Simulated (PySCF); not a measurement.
# One shape, several levels: C3H8 (SMILES CCC)

Wanted: a comparison of 6 runs (HF/3-21G, HF/6-31G*, B3LYP/6-31G*, MP2/aug-cc-pVDZ, CCSD(T)/6-31+G*) of C3H8. 

The results are computed with PySCF 2.14.0.

**1. The molecule**

The species is C3H8 (11 atoms), meant as a singlet with charge 0. SMILES: `CCC`. Geometry: relaxed at PBE0-D4/def2-TZVP.

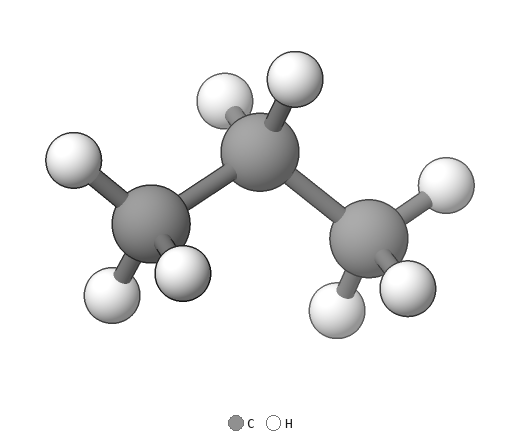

The structure, seen from a chosen angle (carbon grey, hydrogen white).

**2. Energy and forces at HF/3-21G (run 1)**

run.py reads:

```python
# CCC
from pyscf import gto, scf

mol = gto.M(
    atom=[
    ('C', (-0.832500, 0.724300, -0.658500)),
    ('C', (-0.124000, 0.185100, 0.572600)),
    ('C', (0.924300, -0.861400, 0.234500)),
    ('H', (-1.340400, -0.077400, -1.202300)),
    ('H', (-0.122300, 1.189000, -1.348600)),
    ('H', (-1.581700, 1.475200, -0.396800)),
    ('H', (0.347000, 1.012100, 1.114700)),
    ('H', (-0.861000, -0.244700, 1.259400)),
    ('H', (1.423000, -1.237800, 1.130800)),
    ('H', (1.692700, -0.448800, -0.425700)),
    ('H', (0.475000, -1.715700, -0.280200)),
],
    basis='3-21g',
    verbose=4,
    max_memory=1860,
    charge=0,
)

mf = scf.RHF(mol)
mf.conv_tol = 1e-10
mf.kernel()
if not mf.converged:
    mf = mf.newton().run(mf.mo_coeff, mf.mo_occ)

e_tot = mf.e_tot
print(f'total energy: {e_tot:.8f} hartree')
grad = mf.nuc_grad_method().kernel()
dip = mf.dip_moment()
pop, q = mf.mulliken_pop()
```

Run with:

```bash
$ OMP_NUM_THREADS=1 python run.py
```

The log of the run:

```text
PySCF version 2.14.0

[... 61 lines left out ...]
converged SCF energy = -117.612417335891
total energy: -117.61241734 hartree
[... 11 lines left out ...]
Dipole moment(X, Y, Z, Debye): -0.00835,  0.01240,  0.03818
[... 55 lines left out ...]
charge of   10H =      0.19510
```

It took 3.3 s on 1 thread of Intel Xeon at 2.50GHz (Skylake/Cascade Lake), shared host; peak memory 0.12 GiB.

**3. Energy and gradient at HF/6-31G(d) (spherical functions) (run 2)**

geometry.xyz reads:

```xyz
11
C3H8
C     -0.832500     0.724300    -0.658500
C     -0.124000     0.185100     0.572600
C      0.924300    -0.861400     0.234500
H     -1.340400    -0.077400    -1.202300
H     -0.122300     1.189000    -1.348600
H     -1.581700     1.475200    -0.396800
H      0.347000     1.012100     1.114700
H     -0.861000    -0.244700     1.259400
H      1.423000    -1.237800     1.130800
H      1.692700    -0.448800    -0.425700
H      0.475000    -1.715700    -0.280200
```

run.py reads:

```python
import pyscf.grad
from pyscf import gto

system = gto.M(
    atom='geometry.xyz',
    basis='6-31g*',
    spin=0,
    max_memory=1860,
    verbose=3,
)

mf = system.RHF()
mf.conv_tol = 1e-10
mf.kernel()
if not mf.converged:
    mf = mf.newton().run(mf.mo_coeff, mf.mo_occ)

etot = mf.e_tot
print('E = %.10f Eh' % etot)
grad = mf.Gradients().kernel()
dip = mf.dip_moment()
pop, q = mf.mulliken_pop()
```

Run with:

```bash
$ OMP_NUM_THREADS=1 python run.py
```

The log of the run:

```text
converged SCF energy = -118.262610718293
[... 9 lines left out ...]
Dipole moment(X, Y, Z, Debye): -0.01328,  0.01971,  0.06083
[... 70 lines left out ...]
charge of   10H =      0.15872
```

Run time: 9.7 s. Hardware: 1 thread of Intel Xeon at 2.50GHz (Skylake/Cascade Lake), shared host; peak memory 0.13 GiB.

Runs 3 to 5 aren't shown in full; the table further down has their settings and results.

**4. A single-point energy at CCSD(T)/6-31+G(d) (spherical functions) (run 6)**

geometry.xyz is that of step 3.

calc.py reads:

```python
from pyscf import gto, scf, cc

molecule = gto.M(
    atom='geometry.xyz',
    verbose=4,
    basis='6-31+g*',
    max_memory=1860,
)

mf = scf.RHF(molecule)
mf.conv_tol = 1e-10
mf.kernel()
if not mf.converged:
    mf = mf.newton().run(mf.mo_coeff, mf.mo_occ)

mycc = cc.CCSD(mf, frozen=3)
mycc.kernel()
e_t = mycc.ccsd_t()
e_tot = mycc.e_tot + e_t
print('E(%s) = %.9f' % ('CCSD(T)', e_tot))
mf.analyze()
```

Run with:

```bash
$ OMP_NUM_THREADS=1 python calc.py
```

The log of the run:

```text
PySCF version 2.14.0

[... 97 lines left out ...]
DFT Exchange-Correlation Energy =      -18.415873014060494
[... 11 lines left out ...]
MO #10  energy= -0.531667284578013 occ= 2
[... 9 lines left out ...]
MO #20  energy= 0.146292677213926  occ= 0
[... 9 lines left out ...]
MO #30  energy= 0.412753607697765  occ= 0
[... 9 lines left out ...]
MO #40  energy= 0.903404483323513  occ= 0
[... 9 lines left out ...]
MO #50  energy= 1.31986330216835   occ= 0
[... 9 lines left out ...]
MO #60  energy= 2.27406482623998   occ= 0
[... 9 lines left out ...]
MO #70  energy= 3.06284075952882   occ= 0
[... 84 lines left out ...]
Dipole moment(X, Y, Z, Debye): -0.01751,  0.02602,  0.08034
```

It took 24 s on 1 thread of Intel Xeon at 2.50GHz (Skylake/Cascade Lake), shared host; peak memory 0.26 GiB.

**5. All runs side by side**

| run | level | integration grid | Cartesian functions | energy (Eh) | dipole moment (D) of the reference | HOMO energy (eV) | LUMO energy (eV) | wall time |
| --- | --- | --- | --- | --- | --- | --- | --- | --- |
| 1 | HF/3-21G | – | no | -117.612417 | 0.04 | -12.53 | 7.25 | 3.3 s |
| 2 | HF/6-31G* (spherical functions) | – | no | -118.262611 | 0.07 | -12.67 | 6.34 | 9.7 s |
| 3 | B3LYP/6-31G* (spherical functions) | 5 | no | -119.141897 | 0.06 | -8.81 | 2.63 | 42 s |
| 4 | B3LYP/6-31G* (Cartesian functions) | 5 | yes | -119.143996 | 0.06 | -8.81 | 2.63 | 46 s |
| 5 | MP2/aug-cc-pVDZ | – | no | -118.737999 | 0.09 | -12.65 | 1.05 | 2.4 min |
| 6 | CCSD(T)/6-31+G* (spherical functions) | – | no | -118.717343 | 0.09 | -12.72 | 2.51 | 24 s |

**6. Summary of results**

| quantity | value |
| --- | --- |
| run 6: total energy | -118.71734 Eh |
| run 6: dipole moment (Hartree–Fock density) | 0.09 D |
| run 6: HOMO energy (Hartree–Fock orbitals) | -12.72 eV |
| run 6: LUMO energy (Hartree–Fock orbitals) | 2.51 eV |
| run 6: HOMO–LUMO gap (Hartree–Fock orbitals) | 15.23 eV |
| run 6: correlation energy (3 core orbitals frozen) | -453.6 mEh |
| run 6: (T) correction | -11.34 mEh |
| run 6: T1 diagnostic | 0.009 |

**Reading.** Over runs 1, 2, 3, 4 the dipole moment (its size) runs from 0.04 D (HF/3-21G) to 0.07 D (HF/6-31G*). Over runs 1, 2, 3, 4 the HOMO–LUMO gap runs from 11.44 eV (B3LYP/6-31G*) to 19.78 eV (HF/3-21G). The two ends differ in method and basis. All runs together took 4.5 min, the longest 2.4 min.
